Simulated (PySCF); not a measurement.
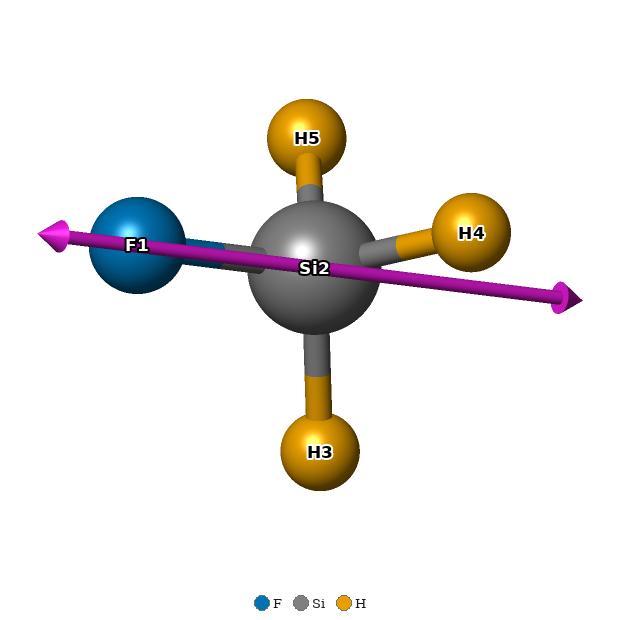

The double arrow shows the direction of the transition dipole to excited singlet state 6 (its length means nothing). The geometry was computed by an optimisation with PBE0-D3(BJ)/def2-SVP. No frequency run is at hand to confirm it as a minimum. Level of theory: TDDFT PBE0/def2-TZVP, vertical, gas phase, core orbitals frozen in the response (PySCF 2.14.0).

Question: How is the transition polarised?

Answer: Nearly parallel to the F1–Si2 bond.

Question: Give its energy, strength and character.

Answer: 10.14 eV (122 nm), oscillator strength 0.024, of mixed character, with the largest part HOMO−1 → LUMO+2 (weight 0.49); transition dipole 0.79 D.
